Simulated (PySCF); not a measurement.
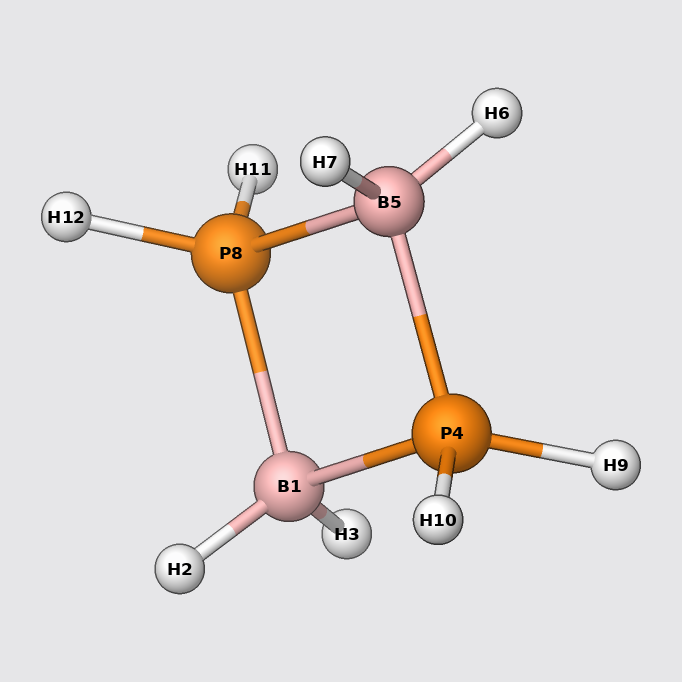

Computed geometry: PBE0-D3(BJ)/def2-SVP optimisation. No frequency run is at hand to confirm it as a minimum. Properties computed with delta-SCF UKS SCAN, pcX-2 on the ionised atom (unc-x2c-TZVPall on a metal), pcseg-1 elsewhere, spin-free X2C (PySCF 2.14.0).

Give the core-electron binding energies (to vacuum; p and d levels without spin–orbit splitting) of B1 1s, P4 1s, P4 2p.

```json
{"atom": "B1", "level": "1s", "binding energy (eV)": "194.3"}
{"atom": "P4", "level": "1s", "binding energy (eV)": "2150.5"}
{"atom": "P4", "level": "2p", "binding energy (eV)": "137.2"}
```
